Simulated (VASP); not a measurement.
## Bi2Se3 (Paraguanajuatite): convergence with the plane-wave cutoff and PAW data sets

Aim: find what the plane-wave cutoff and PAW data sets change for Bi2Se3 (Paraguanajuatite), and what they cost. The series runs use PBE. The plane-wave cutoff tried: ENCUT = 150; ENCUT = 180; ENCUT = 220; ENCUT = 240; ENCUT = 280; ENCUT = 320; ENCUT = 390; ENCUT = 490. The PAW data sets tried: minimal 64: Bi Se; recommended 64: Bi_d Se; recommended 54: Bi_d Se; gw 64: Bi_d_GW Se_GW. The start is a cell from a database of measured crystal structures.

Calculated with VASP 6.6.1; PBE; plane waves and PAW (Bi_d, Se), in the first sound run; inputs show where later runs differ.

## 1. Set-up

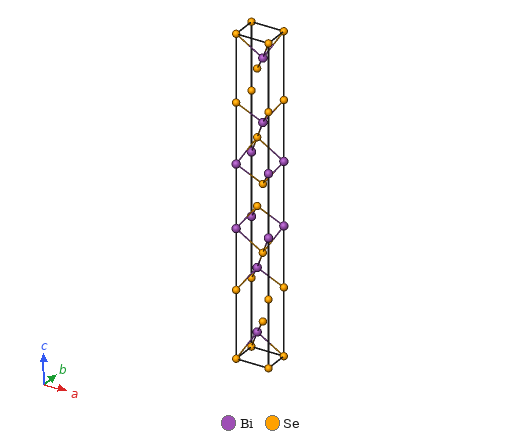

The cell as given, slightly off an axis (bismuth purple, selenium orange). This picture shows the conventional cell, with its axes. Bonds to atoms that aren't drawn are left out. Some periodic images of atoms are drawn too.

## 2. Plane-wave cutoff: ENCUT = 150

The basis grows with ENCUT, and energy and stress both move with it. PBE, the usual starting point, adds the gradient of the density.

INCAR reads:

```
SYSTEM = Bi2Se3
PREC = Accurate
ENCUT = 150
EDIFF = 1E-06
NELM = 100
ISMEAR = -1
SIGMA = 0.05
LREAL = .FALSE.
ALGO = Normal
GGA = PE
NBANDS = 30
LORBIT = 11
LWAVE = .FALSE.
LCHARG = .FALSE.
KPAR = 4
ISIF = 2
```

POSCAR reads:

```
Bi2Se3
1.0
   -4.1430000000      0.0000000000      0.0000000000
    2.0715000000     -3.5879432479      0.0000000000
    2.0715000000      1.1959810826      9.5453333333
Bi Se
2 3
Direct
    0.8016000000      0.4008000000      0.2024000000
    0.1984000000      0.5992000000      0.7976000000
    0.0000000000      0.0000000000      0.0000000000
    0.4234000000      0.2117000000      0.6351000000
    0.5766000000      0.7883000000      0.3649000000
```

KPOINTS reads:

```
Automatic mesh
0
Gamma
7 7 7
0 0 0
```

Potentials, in the order of the species: Bi_d and Se (PBE family, release 64).

Command:

```sh
> mpirun -np 4 vasp_std
```

Log:

```text
[banner, memory and clock lines left out]
running    4 mpi-ranks, on    1 nodes
 distrk:  each k-point on    1 cores,    4 groups
 distr:  one band on    1 cores,    1 groups

 POSCAR found type information on POSCAR BiSe
 POSCAR found :  2 types and       5 ions
 LDA part: xc-table for (Slater+PW92), standard interpolation
 POSCAR, INCAR and KPOINTS ok, starting setup
 FFT: planning ... GRIDC
 FFT: planning ... GRID_SOFT
 FFT: planning ... GRID
 WAVECAR not read
 entering main loop
       N       E                     dE             d eps       ncg     rms          rms(c)
DAV:   1     0.194381338923E+03    0.19438E+03   -0.13358E+04  3372   0.571E+02
DAV:   2    -0.583078160423E+00   -0.19496E+03   -0.18798E+03  3238   0.205E+02
DAV:   3    -0.968455447778E+01   -0.91015E+01   -0.90000E+01  3082   0.430E+01
DAV:   4    -0.979766724830E+01   -0.11311E+00   -0.11300E+00  2836   0.466E+00
DAV:   5    -0.979945849714E+01   -0.17912E-02   -0.17900E-02  3036   0.520E-01    0.986E+00
DAV:   6    -0.814177453616E+01    0.16577E+01   -0.31056E+00  2892   0.125E+01    0.596E+00
DAV:   7    -0.806877722083E+01    0.72997E-01   -0.11004E+00  2964   0.599E+00    0.237E+00
DAV:   8    -0.808771995759E+01   -0.18943E-01   -0.10441E-01  2808   0.184E+00    0.732E-01
DAV:   9    -0.808922310626E+01   -0.15031E-02   -0.57444E-03  3116   0.575E-01    0.219E-01
DAV:  10    -0.808931955915E+01   -0.96453E-04   -0.28948E-03  2916   0.333E-01    0.951E-02
DAV:  11    -0.808933914488E+01   -0.19586E-04   -0.35757E-04  2928   0.104E-01    0.443E-02
DAV:  12    -0.808936317948E+01   -0.24035E-04   -0.45916E-05  2952   0.427E-02    0.196E-02
DAV:  13    -0.808936628489E+01   -0.31054E-05   -0.80380E-06  2490   0.140E-02    0.591E-03
DAV:  14    -0.808936584111E+01    0.44377E-06   -0.82995E-07  1728   0.516E-03
   1 F= -.80893658E+01 E0= -.80892311E+01  d E =-.269564E-03
```

It took 6.8 s on 4 MPI ranks of Intel Xeon 6975P-C (Granite Rapids), shared host; peak memory 0.54 GiB.

Lines that name or quote the potential files are left out of all logs, and their timing lines are given in words.

From OUTCAR (step 2):

```text
ion  position               nearest neighbor table
   1  0.802  0.401  0.202-   5 2.85   5 2.85   5 2.85   3 3.07   3 3.07   3 3.07
   2  0.198  0.599  0.798-   4 2.85   4 2.85   4 2.85   3 3.07   3 3.07   3 3.07
   3  0.000  0.000  0.000-   1 3.07   2 3.07   1 3.07   2 3.07   1 3.07   2 3.07
   4  0.423  0.212  0.635-   2 2.85   2 2.85   2 2.85
   5  0.577  0.788  0.365-   1 2.85   1 2.85   1 2.85

  LATTYP: Found a trigonal (rhomboedric) cell.
 ALAT       =     9.8404710987
 COS(alpha) =     0.9113725833

 Subroutine GETGRP returns: Found 12 space group operations
 (whereof 12 operations were pure point group operations)

The static configuration has the point symmetry D_3d.

 Found     44 irreducible k-points:

   k-points           NKPTS =     44   k-points in BZ     NKDIM =     44   number of bands    NBANDS=     30

   dimension x,y,z NGX =    18 NGY =   18 NGZ =   40
   dimension x,y,z NGXF=    36 NGYF=   36 NGZF=   80

   ENCUT  =  150.0 eV  11.02 Ry    3.32 a.u.   4.14  4.14  9.83*2*pi/ulx,y,z

   NELECT =      48.0000    total number of electrons

 k-points in reciprocal lattice and weights: Automatic mesh
   0.00000000  0.00000000  0.00000000       0.003
   0.14285714  0.00000000 -0.00000000       0.017
   0.28571429  0.00000000 -0.00000000       0.017
   0.42857143 -0.00000000 -0.00000000       0.017
   0.00000000  0.14285714 -0.00000000       0.017
   0.14285714  0.14285714 -0.00000000       0.035
   0.28571429  0.14285714 -0.00000000       0.035
   0.42857143  0.14285714 -0.00000000       0.017
   0.00000000  0.28571429 -0.00000000       0.017
[...]
0.00000000  0.00000000  0.42857143       0.006
   0.14285714  0.00000000  0.42857143       0.017

 average (electrostatic) potential at core
       1-108.7423       2-108.7423       3 -53.1683       4 -53.3385       5 -53.3385

 E-fermi :   5.0288

 k-point     1 :       0.0000    0.0000    0.0000
  band No.  band energies     occupation
    ...
     20       3.1321      2.00000
     21       3.1321      2.00000
     22       3.7926      2.00000
     23       3.7926      2.00000
     24       4.9169      1.80750
     25       5.1364      0.20847
     26       6.3082      0.00000
     27       6.3082      0.00000
     28       7.0621      0.00000
     29       7.6306      0.00000
    ...

 k-point     2 :       0.1429    0.0000   -0.0000
  band No.  band energies     occupation
    ...
     20       3.1691      2.00000
     21       3.3363      2.00000
     22       3.6627      2.00000
     23       4.2137      2.00000
     24       4.2981      2.00000
     25       6.0538      0.00000
     26       6.5366      0.00000
     27       6.7409      0.00000
     28       7.2003      0.00000
     29       7.7986      0.00000
    ...

 k-point     3 :       0.2857    0.0000   -0.0000
  band No.  band energies     occupation
    ...
     20       2.7324      2.00000
     21       2.8219      2.00000
     22       3.4919      2.00000
     23       3.5148      2.00000
     24       3.7152      2.00000
     25       6.5487      0.00000
     26       7.3136      0.00000
     27       7.4830      0.00000
     28       7.8617      0.00000
     29       8.1363      0.00000
    ...

  Total     -127.1960728   -127.1960728   -127.0697658      0.0000000      0.0000000      0.0000000
  in kB    -1436.2587505  -1436.2587505  -1434.8325310      0.0000000      0.0000000      0.0000000
  external PRESSURE =   -1435.7833440 kB  Pullay stress =       0.0000000 kB

  energy-cutoff  :      150.00
  volume of cell :      141.89
      direct lattice vectors                 reciprocal lattice vectors
    -4.143000000  0.000000000  0.000000000    -0.241370987 -0.139355604  0.069842157
     2.071500000 -3.587943248  0.000000000     0.000000000 -0.278711209  0.034921078
     2.071500000  1.195981083  9.545333333     0.000000000  0.000000000  0.104763235

 POSITION                                       TOTAL-FORCE (eV/Angst)
 -----------------------------------------------------------------------------------
     -2.07150     -1.19598      1.93198         0.000000      0.000000     -0.137952
      2.07150     -1.19598      7.61336        -0.000000     -0.000000      0.137952
      0.00000      0.00000      0.00000         0.000000      0.000000      0.000000
      0.00000     -0.00000      6.06224        -0.000000      0.000000     -0.157754
      0.00000     -2.39196      3.48309         0.000000     -0.000000      0.157754
 -----------------------------------------------------------------------------------
    total drift:                               -0.000000      0.000000      0.000000

  FREE ENERGIE OF THE ION-ELECTRON SYSTEM (eV)
  ---------------------------------------------------
  free  energy   TOTEN  =        -8.0893658411 eV

  energy  without entropy=       -8.0890962770  energy(sigma->0) =       -8.08923106

 total charge
# of ion       s       p       d       tot
------------------------------------------
    1        1.581   1.098  10.282  12.961
    2        1.581   1.098  10.282  12.961
    3        1.493   2.452   0.021   3.966
    4        1.512   2.393   0.022   3.927
    5        1.512   2.393   0.022   3.927
--------------------------------------------------
tot          7.679   9.434  20.630  37.743

[... 3 further parts left out ...]
```

The gap is read on the k-mesh alone, so it is an upper bound where the band edges lie off the mesh. Spin-orbit coupling is off here; with elements this heavy it splits and shifts levels by tenths of an eV or more.

This step gave:

- SCF cycles: 14
- electrons: 48
- bands: 30
- irreducible k-points: 44
- symmetry operations: 12
- free energy (TOTEN): -8.089 eV
- energy at zero smearing: -8.089 eV
- Fermi energy: 5.029 eV
- pressure: -143.6 GPa
- metallic: no
- valence top at k: 0, 0, 0
- conduction bottom at k: 0, 0, 0
- least direct gap at k: 0, 0, 0
- gap on the k-mesh: 0.2195 eV
- least direct gap on the k-mesh: 0.2195 eV

The series starts at -1.6178 eV an atom and -143.58 GPa, after 14 cycles in 6.8 s.

## 3. Plane-wave cutoff: ENCUT = 180

Edit INCAR of step 2 so:

```diff
@@ -2,3 +2,3 @@
 PREC = Accurate
-ENCUT = 150
+ENCUT = 180
 EDIFF = 1E-06
```

POSCAR is that of step 2.

KPOINTS is that of step 2.

Command:

```sh
> mpirun -np 4 vasp_std
```

Log:

```text
[... set-up lines as in an earlier step ...]
 entering main loop
       N       E                     dE             d eps       ncg     rms          rms(c)
DAV:   1     0.244537557241E+03    0.24454E+03   -0.14202E+04  3176   0.707E+02
DAV:   2    -0.423401528968E+01   -0.24877E+03   -0.23970E+03  3266   0.248E+02
DAV:   3    -0.192674936978E+02   -0.15033E+02   -0.14810E+02  3126   0.651E+01
DAV:   4    -0.195189896538E+02   -0.25150E+00   -0.25091E+00  2890   0.831E+00
[...]
DAV:  11    -0.186993607594E+02   -0.74812E-04   -0.17514E-04  2968   0.720E-02    0.290E-02
DAV:  12    -0.186993859678E+02   -0.25208E-04   -0.38955E-05  2892   0.411E-02    0.724E-03
DAV:  13    -0.186993865838E+02   -0.61605E-06   -0.31360E-06  2600   0.105E-02
   1 F= -.18699387E+02 E0= -.18699252E+02  d E =-.268707E-03
```

The job ended after 5.6 s (4 MPI ranks; peak memory 0.58 GiB).

OUTCAR, selected parts (step 3):

```text
  Total      -28.5443809    -28.5443809    -28.3915204     -0.0000000      0.0000000      0.0000000
  in kB     -322.3143285   -322.3143285   -320.5882759     -0.0000000      0.0000000      0.0000000
  external PRESSURE =    -321.7389777 kB  Pullay stress =       0.0000000 kB

 POSITION                                       TOTAL-FORCE (eV/Angst)
 -----------------------------------------------------------------------------------
     -2.07150     -1.19598      1.93198         0.000000      0.000000     -0.204534
      2.07150     -1.19598      7.61336        -0.000000     -0.000000      0.204534
      0.00000      0.00000      0.00000         0.000000      0.000000      0.000000
      0.00000     -0.00000      6.06224        -0.000000      0.000000     -0.183290
      0.00000     -2.39196      3.48309         0.000000     -0.000000      0.183290
 -----------------------------------------------------------------------------------
    total drift:                               -0.000000      0.000000      0.000000

  FREE ENERGIE OF THE ION-ELECTRON SYSTEM (eV)
  ---------------------------------------------------
  free  energy   TOTEN  =       -18.6993865838 eV

  energy  without entropy=      -18.6991178771  energy(sigma->0) =      -18.69925223

[... 1 part as in an earlier step ...]

[... 2 further parts left out ...]
[key lines of the parts left out:]
E-fermi :   5.0733
```

Against the run before the energy moves by -2122.00 meV an atom and the pressure by +111.40 GPa, after 13 cycles in 5.6 s.

## 4. Plane-wave cutoff: ENCUT = 220

Edit INCAR of step 3 so:

```diff
@@ -2,3 +2,3 @@
 PREC = Accurate
-ENCUT = 180
+ENCUT = 220
 EDIFF = 1E-06
```

POSCAR is that of step 3.

KPOINTS is that of step 3.

Command:

```sh
> mpirun -np 4 vasp_std
```

Log:

```text
[... set-up lines as in an earlier step ...]
 entering main loop
       N       E                     dE             d eps       ncg     rms          rms(c)
DAV:   1     0.305478038394E+03    0.30548E+03   -0.15241E+04  2832   0.870E+02
DAV:   2     0.369493819458E+01   -0.30178E+03   -0.29127E+03  3062   0.291E+02
DAV:   3    -0.202859339720E+02   -0.23981E+02   -0.23431E+02  3300   0.934E+01
DAV:   4    -0.208465373371E+02   -0.56060E+00   -0.55843E+00  3126   0.146E+01
[...]
DAV:  12    -0.200721363476E+02   -0.29874E-04   -0.46123E-05  2702   0.330E-02    0.654E-03
DAV:  13    -0.200721376009E+02   -0.12532E-05   -0.31820E-06  2682   0.137E-02    0.380E-03
DAV:  14    -0.200721376314E+02   -0.30523E-07   -0.80739E-07  1716   0.505E-03
   1 F= -.20072138E+02 E0= -.20072000E+02  d E =-.275277E-03
```

Wall time 8.6 s (4 MPI ranks); peak memory 0.65 GiB.

From OUTCAR (step 4):

```text
  Total       -0.8834030     -0.8834030     -0.8451293      0.0000000      0.0000000      0.0000000
  in kB       -9.9751139     -9.9751139     -9.5429384      0.0000000      0.0000000      0.0000000
  external PRESSURE =      -9.8310554 kB  Pullay stress =       0.0000000 kB

 POSITION                                       TOTAL-FORCE (eV/Angst)
 -----------------------------------------------------------------------------------
     -2.07150     -1.19598      1.93198        -0.000000      0.000000     -0.185000
      2.07150     -1.19598      7.61336         0.000000     -0.000000      0.185000
      0.00000      0.00000      0.00000        -0.000000      0.000000      0.000000
      0.00000     -0.00000      6.06224         0.000000      0.000000     -0.186544
      0.00000     -2.39196      3.48309        -0.000000     -0.000000      0.186544
 -----------------------------------------------------------------------------------
    total drift:                                0.000000     -0.000000      0.000000

  FREE ENERGIE OF THE ION-ELECTRON SYSTEM (eV)
  ---------------------------------------------------
  free  energy   TOTEN  =       -20.0721376314 eV

  energy  without entropy=      -20.0718623541  energy(sigma->0) =      -20.07199999

[... 1 part as in an earlier step ...]

[... 2 further parts left out ...]
[key lines of the parts left out:]
E-fermi :   5.0778
```

Against the run before the energy moves by -274.55 meV an atom and the pressure by +31.19 GPa, after 14 cycles in 8.6 s.

## 5. Plane-wave cutoff: ENCUT = 240

Edit INCAR of step 4 so:

```diff
@@ -2,3 +2,3 @@
 PREC = Accurate
-ENCUT = 220
+ENCUT = 240
 EDIFF = 1E-06
```

POSCAR is that of step 4.

KPOINTS is that of step 4.

Command:

```sh
> mpirun -np 4 vasp_std
```

Log:

```text
[... set-up lines as in an earlier step ...]
 entering main loop
       N       E                     dE             d eps       ncg     rms          rms(c)
DAV:   1     0.327719172788E+03    0.32772E+03   -0.15750E+04  2760   0.944E+02
DAV:   2     0.730521499907E+01   -0.32041E+03   -0.30918E+03  3038   0.306E+02
DAV:   3    -0.201772605826E+02   -0.27482E+02   -0.26801E+02  3288   0.104E+02
DAV:   4    -0.209146146495E+02   -0.73735E+00   -0.73421E+00  3200   0.182E+01
[...]
DAV:  12    -0.201384143950E+02   -0.28425E-04   -0.45760E-05  2614   0.329E-02    0.679E-03
DAV:  13    -0.201384161598E+02   -0.17648E-05   -0.44363E-06  2954   0.185E-02    0.412E-03
DAV:  14    -0.201384161130E+02    0.46865E-07   -0.69375E-07  1674   0.501E-03
   1 F= -.20138416E+02 E0= -.20138278E+02  d E =-.276230E-03
```

The job ended after 8.4 s (4 MPI ranks; peak memory 0.73 GiB).

From OUTCAR (step 5):

```text
  Total        1.6736281      1.6736281      1.6828655      0.0000000     -0.0000000     -0.0000000
  in kB       18.8980911     18.8980911     19.0023969      0.0000000     -0.0000000     -0.0000000
  external PRESSURE =      18.9328597 kB  Pullay stress =       0.0000000 kB

 POSITION                                       TOTAL-FORCE (eV/Angst)
 -----------------------------------------------------------------------------------
     -2.07150     -1.19598      1.93198         0.000000      0.000000     -0.180179
      2.07150     -1.19598      7.61336        -0.000000     -0.000000      0.180179
      0.00000      0.00000      0.00000        -0.000000      0.000000      0.000000
      0.00000     -0.00000      6.06224        -0.000000      0.000000     -0.183781
      0.00000     -2.39196      3.48309         0.000000     -0.000000      0.183781
 -----------------------------------------------------------------------------------
    total drift:                                0.000000      0.000000      0.000000

  FREE ENERGIE OF THE ION-ELECTRON SYSTEM (eV)
  ---------------------------------------------------
  free  energy   TOTEN  =       -20.1384161130 eV

  energy  without entropy=      -20.1381398831  energy(sigma->0) =      -20.13827800

[... 1 part as in an earlier step ...]

[... 2 further parts left out ...]
[key lines of the parts left out:]
E-fermi :   5.0771
```

Against the run before the energy moves by -13.26 meV an atom and the pressure by +2.88 GPa, after 14 cycles in 8.4 s.

## 6. Plane-wave cutoff: ENCUT = 280

Edit INCAR of step 5 so:

```diff
@@ -2,3 +2,3 @@
 PREC = Accurate
-ENCUT = 240
+ENCUT = 280
 EDIFF = 1E-06
```

POSCAR is that of step 5.

KPOINTS is that of step 5.

Command:

```sh
> mpirun -np 4 vasp_std
```

Log:

```text
[... set-up lines as in an earlier step ...]
 entering main loop
       N       E                     dE             d eps       ncg     rms          rms(c)
DAV:   1     0.369151242874E+03    0.36915E+03   -0.16899E+04  2672   0.107E+03
DAV:   2     0.153649898098E+02   -0.35379E+03   -0.34101E+03  2936   0.332E+02
DAV:   3    -0.198035119592E+02   -0.35169E+02   -0.34238E+02  3348   0.123E+02
DAV:   4    -0.209105415434E+02   -0.11070E+01   -0.11015E+01  3140   0.237E+01
[...]
DAV:  12    -0.201460910748E+02   -0.28254E-04   -0.47314E-05  2760   0.338E-02    0.667E-03
DAV:  13    -0.201460930769E+02   -0.20021E-05   -0.48070E-06  2786   0.197E-02    0.422E-03
DAV:  14    -0.201460930255E+02    0.51399E-07   -0.73095E-07  1668   0.588E-03
   1 F= -.20146093E+02 E0= -.20145955E+02  d E =-.276434E-03
```

Run time: 8.8 s. Hardware: 4 MPI ranks; peak memory 0.8 GiB; 31 s of CPU time.

OUTCAR, selected parts (step 6):

```text
  Total        2.2005594      2.2005594      2.2171560      0.0000000     -0.0000000     -0.0000000
  in kB       24.8480366     24.8480366     25.0354406      0.0000000     -0.0000000     -0.0000000
  external PRESSURE =      24.9105046 kB  Pullay stress =       0.0000000 kB

 POSITION                                       TOTAL-FORCE (eV/Angst)
 -----------------------------------------------------------------------------------
     -2.07150     -1.19598      1.93198        -0.000000      0.000000     -0.174525
      2.07150     -1.19598      7.61336         0.000000     -0.000000      0.174525
      0.00000      0.00000      0.00000         0.000000      0.000000      0.000000
      0.00000     -0.00000      6.06224         0.000000      0.000000     -0.180617
      0.00000     -2.39196      3.48309        -0.000000     -0.000000      0.180617
 -----------------------------------------------------------------------------------
    total drift:                                0.000000      0.000000      0.000000

  FREE ENERGIE OF THE ION-ELECTRON SYSTEM (eV)
  ---------------------------------------------------
  free  energy   TOTEN  =       -20.1460930255 eV

  energy  without entropy=      -20.1458165911  energy(sigma->0) =      -20.14595481

[... 1 part as in an earlier step ...]

[... 2 further parts left out ...]
[key lines of the parts left out:]
E-fermi :   5.0767
```

Against the run before the energy moves by -1.54 meV an atom and the pressure by +0.60 GPa, after 14 cycles in 8.8 s.

(Continued in part 2 of 3.)

[Lines on the potential files, build, host, timing and source positions are cut from VASP's logs without a mark.]

[Logs are printed without paths, hosts, clocks, repeated set-up lines and the standing remarks that a program may print on its own settings, such as how far it seeks lower states.]

[Hosts, paths, dates, database ids (printed as entryN), source tags and the programs' standing remarks are cut or masked in the printed files.]

[A measured line is paired with the nearest computed mode of its activity, which favours agreement.]
